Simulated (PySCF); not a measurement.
# C₅H₄F₂: electronic excitations at several levels of theory

How much do the electronic excitations of C₅H₄F₂ (`FC1=CCC=C1F`) depend on the level of theory, and what does each level cost?

The runs use PySCF 2.14.0, with density-fitted response routines of our own; the level of theory stands in each step. All values are computed, except where a source is named. Atoms are numbered from 0 throughout.

## 1. The starting structure

11 atoms, charge 0, multiplicity 1; geometry from: GFN2-xTB. The atoms were then displaced at random by about 0.01 Å, so the start is not that level's minimum.

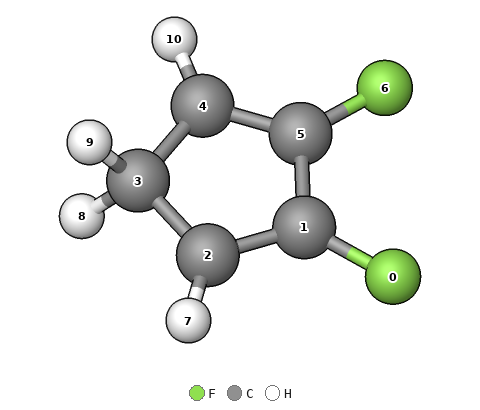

As it starts; fluorine green, carbon grey, hydrogen white, atoms numbered.

## 2. Geometry optimisation at PBE0-D3(BJ)/def2-SVP

What the job is given:

```
{"job": {"xc": "PBE0", "basis": "def2-SVP", "d3": "d3bj", "grid": 1, "shake": 0.01, "kind": "geom"}, "charge": 0, "multiplicity": 1}
F      2.516790    -0.681160     0.263730
C      1.201110    -0.341500     0.128040
C      0.134070    -1.144720     0.312430
C     -1.058890    -0.360840     0.059650
C     -0.597080     0.990070    -0.308170
C      0.740000     0.990470    -0.254450
F      1.574590     2.003860    -0.509140
H      0.186420    -2.169240     0.604610
H     -1.681110    -0.797290    -0.726410
H     -1.740650    -0.336700     0.953070
H     -1.237140     1.821230    -0.539010
```

Command:

```sh
OMP_NUM_THREADS=1 python probes_run.py task.json out
```

This one command runs all jobs of the session in turn.

Standard output:

```text
step   0  E = -391.86657474  max force = 0.034431
step   1  E = -391.86750580  max force = 0.015289
step   2  E = -391.87065638  max force = 0.007407
step   3  E = -391.87113071  max force = 0.004996
step   4  E = -391.87128795  max force = 0.002552
step   5  E = -391.87137329  max force = 0.001011
step   6  E = -391.87138657  max force = 0.000622
step   7  E = -391.87139814  max force = 0.000332
optimisation converged
```

Wall time 40 s (1 thread of Arm Neoverse V2, shared host); peak memory 0.52 GiB.

Relaxation path:

```csv
step,energy from step 0 (eV),largest force component (eV/Å)
0,0.0000,1.7705
1,-0.0253,0.7862
2,-0.1111,0.3809
3,-0.1240,0.2569
4,-0.1283,0.1312
5,-0.1306,0.0520
6,-0.1309,0.0320
7,-0.1313,0.0171
```

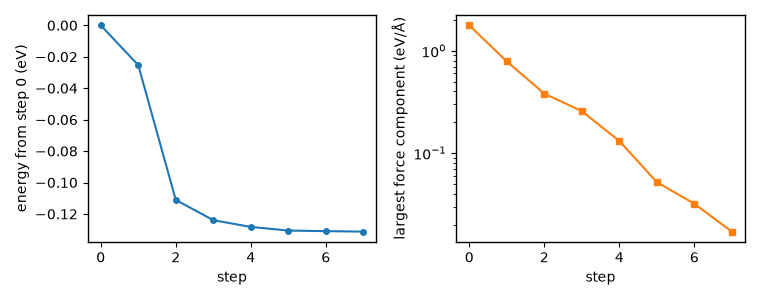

Energy and force, step by step.

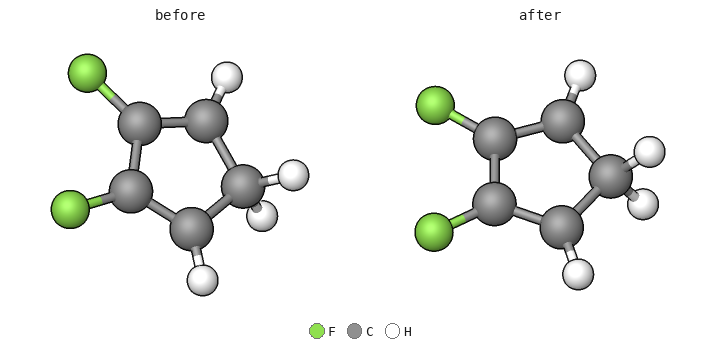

Before and after, at one scale.

Close pairs (by a distance rule), those that changed most:

```csv
bond,before (Å),after (Å),change (Å)
C2–C3,1.450,1.498,+0.048
F0–C1,1.366,1.319,-0.046
C3–C4,1.474,1.498,+0.024
C2–H7,1.067,1.088,+0.022
C3–H9,1.124,1.105,-0.019
C5–F6,1.337,1.319,-0.018
C4–H10,1.074,1.088,+0.014
C3–H8,1.093,1.106,+0.012
```

The final coordinates are the input of the step that follows.

```csv
at the end point,value
point group (found at 0.08 Å tolerance),C2v
"rotational constants (GHz, main isotopes)","3.737, 3.144, 1.726"
dipole moment (D),2.50
```

## 3. TDDFT and polarisability: HF/def2-SVPD

What the job is given:

```
{"job": {"kind": "uv", "xc": "HF", "basis": "def2-SVPD", "ip": true}, "charge": 0, "multiplicity": 1}
F      2.458718    -0.608072    -0.499354
C      1.195294    -0.340245    -0.230553
C      0.255095    -1.157400     0.272156
C     -1.011224    -0.365945     0.387960
C     -0.668224     1.003586    -0.112267
C      0.627253     0.987176    -0.467718
F      1.354921     1.969889    -0.962777
H      0.377753    -2.202485     0.550460
H     -1.825125    -0.818072    -0.208472
H     -1.377518    -0.337680     1.430556
H     -1.352506     1.848018    -0.170658
```

Method: TDDFT HF/def2-SVPD, vertical, gas phase, core orbitals frozen in the response.

Standard output:

```text
final grid: 100736 points
cycle   1  E = -390.0763135244  dE =  1.868e+00  |g| = 7.039e-01  |ddm| = 4.535e+00
cycle   2  E = -390.1748927726  dE = -9.858e-02  |g| = 3.861e-01  |ddm| = 1.342e+00
cycle   3  E = -390.2031360377  dE = -2.824e-02  |g| = 8.389e-02  |ddm| = 6.584e-01
cycle   4  E = -390.2053096336  dE = -2.174e-03  |g| = 1.589e-02  |ddm| = 2.222e-01
cycle   5  E = -390.2054169520  dE = -1.073e-04  |g| = 4.739e-03  |ddm| = 4.838e-02
cycle   6  E = -390.2054307458  dE = -1.379e-05  |g| = 1.933e-03  |ddm| = 1.634e-02
cycle   7  E = -390.2054331334  dE = -2.388e-06  |g| = 4.734e-04  |ddm| = 7.883e-03
cycle   8  E = -390.2054332498  dE = -1.164e-07  |g| = 2.348e-04  |ddm| = 1.259e-03
cycle   9  E = -390.2054332696  dE = -1.988e-08  |g| = 3.180e-05  |ddm| = 7.212e-04
cycle  10  E = -390.2054332702  dE = -6.075e-10  |g| = 1.024e-05  |ddm| = 1.670e-04
converged SCF energy = -390.2054332702

Static polarisability (au): isotropic 53.873, principal 38.657 58.177 64.784

Singlet excitations
state   eV       nm        f      main configurations
  1   5.5681    222.7   0.11615   H->L+1 0.82, H->L 0.13
  2   6.8945    179.8   0.00000   H->L 0.41, H->L+2 0.40
  3   7.3980    167.6   0.00000   H->L+2 0.40, H->L 0.39
  4   7.7657    159.7   0.05390   H->L+3 0.89
  5   8.4341    147.0   0.34031   H-1->L+1 0.83, H-1->L 0.13
  6   8.5776    144.5   0.00000   H->L+5 0.73, H->L+7 0.09
  7   8.6864    142.7   0.03005   H->L+4 0.53, H-1->L+2 0.27
  8   9.0277    137.3   0.32051   H->L+9 0.83
  9   9.2488    134.1   0.00589   H-2->L+1 0.76, H-2->L 0.12
 10   9.3468    132.6   0.06248   H->L+6 0.91

Triplet excitations (Tamm-Dancoff, eV): 2.7294 4.5677 6.5809 7.2615
Vertical ionisation energy (delta-SCF) = 7.7959 eV
```

Run time: 12 s. Hardware: 1 thread of Arm Neoverse V2, shared host; peak memory 0.81 GiB.

Frontier orbitals and where they lie:

```csv
orbital,eV,atoms
HOMO−3,-14.83,"C3 27 %, C2 24 %, C4 24 %"
HOMO−2,-14.47,"C5 14 %, C1 14 %, C3 13 %"
HOMO−1,-11.57,"C1 20 %, C5 20 %, C3 12 %"
HOMO,-9.08,"C4 26 %, C2 26 %, C5 15 %"
LUMO,2.86,"C3 17 %, C4 16 %, C2 16 %"
LUMO+1,2.87,"C2 18 %, C4 18 %, C1 15 %"
LUMO+2,2.97,"C1 21 %, C5 21 %, F0 13 %"
```

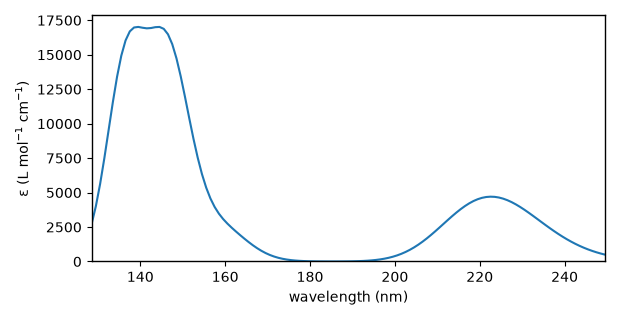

Absorption spectrum: each of the 10 states is a Gaussian band of 0.4 eV half-width at 1/e. Beyond the last state computed it falls off for lack of states.

Further results of this job:

```csv
property,computed
dipole moment (D),3.09
polarisability (Å³),7.98
HOMO–LUMO gap (eV),11.94
−ε(HOMO) (eV),9.08
```

## 4. Excited states and response: LDA/def2-SVPD

The job, as its differences from that of step 3:

```diff
@@ -1,2 +1,2 @@
-{"job": {"kind": "uv", "xc": "HF", "basis": "def2-SVPD", "ip": true}, "charge": 0, "multiplicity": 1}
+{"job": {"kind": "uv", "xc": "LDA", "basis": "def2-SVPD", "ip": true}, "charge": 0, "multiplicity": 1}
 F      2.458718    -0.608072    -0.499354
```

Method: TDDFT LDA/def2-SVPD, vertical, gas phase, core orbitals frozen in the response.

Standard output:

```text
coarse grid: 10088 points
cycle   1  E = -389.1578517325  dE =  9.669e-01  |g| = 5.957e-01  |ddm| = 6.520e+00
cycle   2  E = -388.9740337680  dE =  1.838e-01  |g| = 1.056e+00  |ddm| = 2.066e+00
cycle   3  E = -389.2163854997  dE = -2.424e-01  |g| = 2.610e-01  |ddm| = 1.691e+00
cycle   4  E = -389.2354920218  dE = -1.911e-02  |g| = 6.210e-02  |ddm| = 5.647e-01
cycle   5  E = -389.2361193606  dE = -6.273e-04  |g| = 2.739e-02  |ddm| = 1.201e-01
cycle   6  E = -389.2362540205  dE = -1.347e-04  |g| = 6.932e-03  |ddm| = 4.740e-02
cycle   7  E = -389.2362644406  dE = -1.042e-05  |g| = 1.113e-03  |ddm| = 1.540e-02
cycle   8  E = -389.2362647180  dE = -2.774e-07  |g| = 2.722e-04  |ddm| = 2.452e-03
final grid: 100736 points
cycle   9  E = -389.2937208526  dE = -4.778e-05  |g| = 4.891e-03  |ddm| = 1.414e-01
cycle  10  E = -389.2937009173  dE =  1.994e-05  |g| = 1.101e-02  |ddm| = 1.852e-02
cycle  11  E = -389.2937249476  dE = -2.403e-05  |g| = 1.197e-03  |ddm| = 1.433e-02
cycle  12  E = -389.2937253471  dE = -3.995e-07  |g| = 4.441e-04  |ddm| = 3.030e-03
cycle  13  E = -389.2937253864  dE = -3.932e-08  |g| = 1.400e-04  |ddm| = 5.989e-04
cycle  14  E = -389.2937253902  dE = -3.813e-09  |g| = 3.116e-05  |ddm| = 2.190e-04
cycle  15  E = -389.2937253905  dE = -2.454e-10  |g| = 1.330e-05  |ddm| = 8.417e-05
converged SCF energy = -389.2937253905

Static polarisability (au): isotropic 59.021, principal 40.973 65.017 71.074

Singlet excitations
state   eV       nm        f      main configurations
  1   5.1234    242.0   0.09178   H->L 0.97
  2   5.8525    211.8   0.00002   H->L+1 1.00
  3   5.9299    209.1   0.03864   H-1->L 0.72, H->L+3 0.28
  4   6.0660    204.4   0.00000   H->L+2 1.00
  5   6.7794    182.9   0.02466   H->L+4 0.57, H-2->L 0.43
  6   6.8017    182.3   0.00537   H-2->L 0.57, H->L+4 0.43
  7   7.3398    168.9   0.01693   H-1->L+1 0.98
  8   7.3441    168.8   0.00000   H->L+5 0.99
  9   7.5338    164.6   0.00001   H-1->L+2 1.00
 10   7.7229    160.5   0.00140   H->L+7 0.99

Triplet excitations (Tamm-Dancoff, eV): 3.4537 5.0117 5.7433 6.0275
Vertical ionisation energy (delta-SCF) = 9.0498 eV
Vertical electron affinity (delta-SCF) = -1.0035 eV
```

It took 44 s on 1 thread of Arm Neoverse V2, shared host; peak memory 0.53 GiB.

Key values: HOMO -5.88 eV, LUMO -1.92 eV; lowest singlet 5.12 eV.

## 5. Ultraviolet spectrum: PBE/def2-SVPD

The job, as its differences from that of step 4:

```diff
@@ -1,2 +1,2 @@
-{"job": {"kind": "uv", "xc": "LDA", "basis": "def2-SVPD", "ip": true}, "charge": 0, "multiplicity": 1}
+{"job": {"kind": "uv", "xc": "PBE", "basis": "def2-SVPD", "ip": true}, "charge": 0, "multiplicity": 1}
 F      2.458718    -0.608072    -0.499354
```

With the program's defaults for keys left out, this is: TDDFT PBE/def2-SVPD, vertical, gas phase, core orbitals frozen in the response.

Standard output:

```text
coarse grid: 10088 points
cycle   1  E = -391.7209903750  dE =  9.907e-01  |g| = 6.086e-01  |ddm| = 5.915e+00
cycle   2  E = -391.5396060700  dE =  1.814e-01  |g| = 1.071e+00  |ddm| = 2.050e+00
cycle   3  E = -391.7820887204  dE = -2.425e-01  |g| = 2.499e-01  |ddm| = 1.642e+00
cycle   4  E = -391.7994225768  dE = -1.733e-02  |g| = 6.401e-02  |ddm| = 5.188e-01
cycle   5  E = -391.8001397368  dE = -7.172e-04  |g| = 2.812e-02  |ddm| = 1.200e-01
cycle   6  E = -391.8002924940  dE = -1.528e-04  |g| = 5.916e-03  |ddm| = 4.662e-02
cycle   7  E = -391.8003002528  dE = -7.759e-06  |g| = 1.034e-03  |ddm| = 1.303e-02
final grid: 100736 points
cycle   8  E = -391.8755902619  dE = -2.271e-05  |g| = 1.379e-02  |ddm| = 1.546e-01
cycle   9  E = -391.8754669887  dE =  1.233e-04  |g| = 2.856e-02  |ddm| = 5.103e-02
cycle  10  E = -391.8756289985  dE = -1.620e-04  |g| = 3.233e-03  |ddm| = 3.517e-02
cycle  11  E = -391.8756314833  dE = -2.485e-06  |g| = 8.741e-04  |ddm| = 5.791e-03
cycle  12  E = -391.8756316482  dE = -1.649e-07  |g| = 3.213e-04  |ddm| = 1.800e-03
cycle  13  E = -391.8756316751  dE = -2.693e-08  |g| = 3.081e-05  |ddm| = 6.254e-04
cycle  14  E = -391.8756316752  dE = -1.532e-10  |g| = 1.665e-05  |ddm| = 8.278e-05
converged SCF energy = -391.8756316752

Static polarisability (au): isotropic 58.679, principal 40.529 64.641 70.868

Singlet excitations
state   eV       nm        f      main configurations
  1   5.0853    243.8   0.08778   H->L 0.97
  2   5.7539    215.5   0.00000   H->L+1 1.00
  3   5.9402    208.7   0.00000   H->L+2 1.00
  4   5.9605    208.0   0.03999   H-1->L 0.72, H->L+3 0.27
  5   6.5865    188.2   0.02475   H->L+4 1.00
  6   6.8112    182.0   0.00157   H-2->L 0.99
  7   7.1543    173.3   0.00000   H->L+5 1.00
  8   7.2739    170.5   0.01417   H-1->L+1 0.98
  9   7.4381    166.7   0.00025   H-1->L+2 0.97
 10   7.5012    165.3   0.00084   H->L+6 0.96

Triplet excitations (Tamm-Dancoff, eV): 3.2546 4.8751 5.6367 5.8785
Vertical ionisation energy (delta-SCF) = 8.7555 eV
Vertical electron affinity (delta-SCF) = -1.1660 eV
```

Wall time 66 s (1 thread of Arm Neoverse V2, shared host); peak memory 0.65 GiB.

This run: HOMO -5.67 eV, LUMO -1.71 eV; lowest singlet 5.09 eV.

## 6. Excited states and response: B3LYP/def2-SVPD

The job, as its differences from that of step 5:

```diff
@@ -1,2 +1,2 @@
-{"job": {"kind": "uv", "xc": "PBE", "basis": "def2-SVPD", "ip": true}, "charge": 0, "multiplicity": 1}
+{"job": {"kind": "uv", "xc": "B3LYP", "basis": "def2-SVPD", "ip": true}, "charge": 0, "multiplicity": 1}
 F      2.458718    -0.608072    -0.499354
```

Level: TDDFT B3LYP/def2-SVPD, vertical, gas phase, core orbitals frozen in the response.

Standard output:

```text
coarse grid: 10088 points
cycle   1  E = -392.1726000023  dE =  1.143e+00  |g| = 5.902e-01  |ddm| = 5.958e+00
cycle   2  E = -392.0909738701  dE =  8.163e-02  |g| = 8.720e-01  |ddm| = 1.662e+00
cycle   3  E = -392.2355385820  dE = -1.446e-01  |g| = 1.176e-01  |ddm| = 1.116e+00
cycle   4  E = -392.2389283922  dE = -3.390e-03  |g| = 4.672e-02  |ddm| = 3.079e-01
cycle   5  E = -392.2393983583  dE = -4.700e-04  |g| = 1.443e-02  |ddm| = 8.303e-02
cycle   6  E = -392.2394368245  dE = -3.847e-05  |g| = 4.492e-03  |ddm| = 2.571e-02
cycle   7  E = -392.2394415916  dE = -4.767e-06  |g| = 3.167e-04  |ddm| = 7.446e-03
final grid: 100736 points
cycle   8  E = -392.3027591129  dE = -3.218e-05  |g| = 6.254e-03  |ddm| = 1.327e-01
cycle   9  E = -392.3027460531  dE =  1.306e-05  |g| = 1.045e-02  |ddm| = 1.887e-02
cycle  10  E = -392.3027667192  dE = -2.067e-05  |g| = 7.560e-04  |ddm| = 1.210e-02
cycle  11  E = -392.3027668544  dE = -1.352e-07  |g| = 2.303e-04  |ddm| = 1.565e-03
cycle  12  E = -392.3027668640  dE = -9.571e-09  |g| = 1.159e-04  |ddm| = 4.776e-04
cycle  13  E = -392.3027668671  dE = -3.103e-09  |g| = 1.703e-05  |ddm| = 1.863e-04
cycle  14  E = -392.3027668672  dE = -7.731e-11  |g| = 4.310e-06  |ddm| = 5.319e-05
converged SCF energy = -392.3027668672

Static polarisability (au): isotropic 57.208, principal 39.898 62.793 68.933

Singlet excitations
state   eV       nm        f      main configurations
  1   5.2301    237.1   0.09709   H->L 0.98
  2   6.0929    203.5   0.00000   H->L+1 0.90, H->L+2 0.09
  3   6.2192    199.4   0.00000   H->L+2 0.90, H->L+1 0.09
  4   6.5053    190.6   0.04940   H-1->L 0.74, H->L+4 0.26
  5   6.8746    180.4   0.03010   H->L+3 0.99
  6   7.4699    166.0   0.00000   H->L+5 0.98
  7   7.4927    165.5   0.00341   H-2->L 0.98
  8   7.7103    160.8   0.01680   H-1->L+1 0.64, H->L+6 0.30
  9   7.9136    156.7   0.00193   H->L+6 0.61, H-1->L+2 0.21, H-1->L+1 0.17
 10   7.9662    155.6   0.06615   H->L+7 0.99

Triplet excitations (Tamm-Dancoff, eV): 3.2411 4.9670 5.9540 6.1691
Vertical ionisation energy (delta-SCF) = 8.8845 eV
```

It took 41 s on 1 thread of Arm Neoverse V2, shared host; peak memory 0.82 GiB.

In short: HOMO -6.58 eV, LUMO -1.05 eV; lowest singlet 5.23 eV.

## 7. TDDFT and polarisability: PBE0/def2-SVPD

The job, as its differences from that of step 6:

```diff
@@ -1,2 +1,2 @@
-{"job": {"kind": "uv", "xc": "B3LYP", "basis": "def2-SVPD", "ip": true}, "charge": 0, "multiplicity": 1}
+{"job": {"kind": "uv", "xc": "PBE0", "basis": "def2-SVPD", "ip": true}, "charge": 0, "multiplicity": 1}
 F      2.458718    -0.608072    -0.499354
```

Method: TDDFT PBE0/def2-SVPD, vertical, gas phase, core orbitals frozen in the response.

Standard output:

```text
coarse grid: 10088 points
cycle   1  E = -391.7740415847  dE =  1.187e+00  |g| = 5.518e-01  |ddm| = 5.214e+00
cycle   2  E = -391.7191327731  dE =  5.491e-02  |g| = 7.637e-01  |ddm| = 1.519e+00
cycle   3  E = -391.8295641308  dE = -1.104e-01  |g| = 1.010e-01  |ddm| = 1.001e+00
cycle   4  E = -391.8320263827  dE = -2.462e-03  |g| = 4.096e-02  |ddm| = 2.746e-01
cycle   5  E = -391.8323907519  dE = -3.644e-04  |g| = 1.168e-02  |ddm| = 7.162e-02
cycle   6  E = -391.8324152620  dE = -2.451e-05  |g| = 3.903e-03  |ddm| = 2.263e-02
cycle   7  E = -391.8324188740  dE = -3.612e-06  |g| = 2.219e-04  |ddm| = 6.209e-03
final grid: 100736 points
cycle   8  E = -391.8878284173  dE = -2.393e-05  |g| = 7.261e-03  |ddm| = 9.591e-02
cycle   9  E = -391.8878160415  dE =  1.238e-05  |g| = 1.097e-02  |ddm| = 2.369e-02
cycle  10  E = -391.8878400184  dE = -2.398e-05  |g| = 9.724e-04  |ddm| = 1.372e-02
cycle  11  E = -391.8878402212  dE = -2.028e-07  |g| = 2.217e-04  |ddm| = 1.711e-03
cycle  12  E = -391.8878402299  dE = -8.671e-09  |g| = 1.204e-04  |ddm| = 5.933e-04
cycle  13  E = -391.8878402334  dE = -3.495e-09  |g| = 1.910e-05  |ddm| = 2.032e-04
cycle  14  E = -391.8878402335  dE = -8.754e-11  |g| = 4.408e-06  |ddm| = 5.367e-05
converged SCF energy = -391.8878402335

Static polarisability (au): isotropic 56.609, principal 39.585 61.987 68.255

Singlet excitations
state   eV       nm        f      main configurations
  1   5.3314    232.6   0.09902   H->L 0.98
  2   6.3289    195.9   0.00000   H->L+1 0.82, H->L+2 0.16
  3   6.4903    191.0   0.00000   H->L+2 0.83, H->L+1 0.16
  4   6.6752    185.7   0.05681   H-1->L 0.75, H->L+4 0.24
  5   7.1559    173.3   0.03244   H->L+3 0.98
  6   7.6170    162.8   0.00289   H-2->L 0.99
  7   7.7531    159.9   0.00000   H->L+5 0.98
  8   7.9504    155.9   0.01979   H-1->L+1 0.64, H->L+6 0.25, H-1->L+2 0.08
  9   8.2377    150.5   0.00112   H->L+6 0.60, H-1->L+2 0.30, H-1->L+1 0.08
 10   8.2765    149.8   0.06803   H->L+7 0.99

Triplet excitations (Tamm-Dancoff, eV): 3.2048 4.9463 6.1617 6.4243
Vertical ionisation energy (delta-SCF) = 8.8579 eV
```

Wall time 41 s (1 thread of Arm Neoverse V2, shared host); peak memory 0.82 GiB.

This run: HOMO -6.78 eV, LUMO -0.82 eV; lowest singlet 5.33 eV.

## 8. Ultraviolet spectrum: BHandHLYP/def2-SVPD

The job, as its differences from that of step 7:

```diff
@@ -1,2 +1,2 @@
-{"job": {"kind": "uv", "xc": "PBE0", "basis": "def2-SVPD", "ip": true}, "charge": 0, "multiplicity": 1}
+{"job": {"kind": "uv", "xc": "BHandHLYP", "basis": "def2-SVPD", "ip": true}, "charge": 0, "multiplicity": 1}
 F      2.458718    -0.608072    -0.499354
```

With the program's defaults for keys left out, this is: TDDFT BHandHLYP/def2-SVPD, vertical, gas phase, core orbitals frozen in the response.

Standard output:

```text
coarse grid: 10088 points
cycle   1  E = -391.9898686414  dE =  1.403e+00  |g| = 5.864e-01  |ddm| = 5.124e+00
cycle   2  E = -391.9911049182  dE = -1.236e-03  |g| = 6.181e-01  |ddm| = 1.384e+00
cycle   3  E = -392.0588049329  dE = -6.770e-02  |g| = 6.416e-02  |ddm| = 7.721e-01
cycle   4  E = -392.0597520711  dE = -9.471e-04  |g| = 2.385e-02  |ddm| = 1.952e-01
cycle   5  E = -392.0598850163  dE = -1.329e-04  |g| = 8.352e-03  |ddm| = 6.028e-02
cycle   6  E = -392.0598988358  dE = -1.382e-05  |g| = 2.357e-03  |ddm| = 1.429e-02
cycle   7  E = -392.0599001756  dE = -1.340e-06  |g| = 3.616e-04  |ddm| = 4.227e-03
final grid: 100736 points
cycle   8  E = -392.1020628112  dE = -1.606e-05  |g| = 3.393e-03  |ddm| = 7.728e-02
cycle   9  E = -392.1020622284  dE =  5.828e-07  |g| = 3.956e-03  |ddm| = 9.596e-03
cycle  10  E = -392.1020650984  dE = -2.870e-06  |g| = 2.045e-04  |ddm| = 4.506e-03
cycle  11  E = -392.1020651049  dE = -6.551e-09  |g| = 1.247e-04  |ddm| = 5.850e-04
cycle  12  E = -392.1020651087  dE = -3.770e-09  |g| = 3.011e-05  |ddm| = 2.602e-04
cycle  13  E = -392.1020651089  dE = -2.086e-10  |g| = 6.939e-06  |ddm| = 5.265e-05
converged SCF energy = -392.1020651089

Static polarisability (au): isotropic 55.351, principal 39.019 60.372 66.663

Singlet excitations
state   eV       nm        f      main configurations
  1   5.4316    228.3   0.10633   H->L 0.98
  2   6.5175    190.2   0.00000   H->L+2 0.61, H->L+1 0.34
  3   6.7372    184.0   0.00000   H->L+1 0.64, H->L+2 0.33
  4   7.3078    169.7   0.08104   H-1->L 0.79, H->L+6 0.20
  5   7.3270    169.2   0.03781   H->L+3 0.95
  6   7.9828    155.3   0.00000   H->L+4 0.91
  7   8.1745    151.7   0.02165   H->L+5 0.49, H-1->L+2 0.42
  8   8.2940    149.5   0.00305   H-2->L 0.96
  9   8.5722    144.6   0.29450   H->L+7 0.44, H->L+6 0.43, H-1->L 0.10
 10   8.5746    144.6   0.25782   H->L+7 0.54, H->L+6 0.34, H-1->L 0.09

Triplet excitations (Tamm-Dancoff, eV): 3.1436 4.9438 6.3412 6.6700
Vertical ionisation energy (delta-SCF) = 8.7927 eV
```

It took 43 s on 1 thread of Arm Neoverse V2, shared host; peak memory 0.82 GiB.

Key values: HOMO -7.74 eV, LUMO 0.20 eV; lowest singlet 5.43 eV.

[end of part 1 of 2]
